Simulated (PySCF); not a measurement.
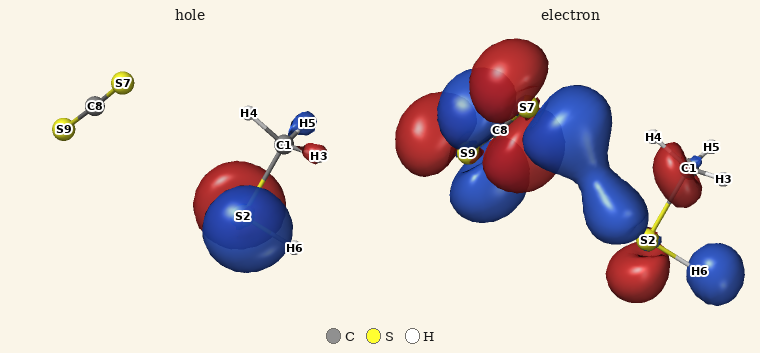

*C$_{2}$H$_{4}$S$_{3}$, SMILES `CS.S=C=S`. Leading natural transition orbital pair of S₄ (TDA singlet states); the surfaces enclose about 70 % of each orbital's density.*

PySCF calculation, ωB97X/def2-SVP, gas phase; geometry: an unrelaxed start of a pair search. Without diffuse functions Rydberg states are missing, so the states' numbers hold for this basis only.

Q: Give its energy, strength and character.

A: 5.80 eV (214 nm), f = 0.000 (very weak), charge transfer; the leading pair carries 100 %; hole on S2 (84 %) and C1 (6 %), electron on C8 (27 %), S9 (24 %) and S7 (23 %); their centroids lie 3.0 Å apart. In canonical orbitals it is mainly HOMO → LUMO (72 %). The HOMO–LUMO gap is 9.30 eV.

The PySCF run took 3.2 min on 1 thread of Arm Neoverse V1, with other jobs on the host, peak memory 0.58 GiB.
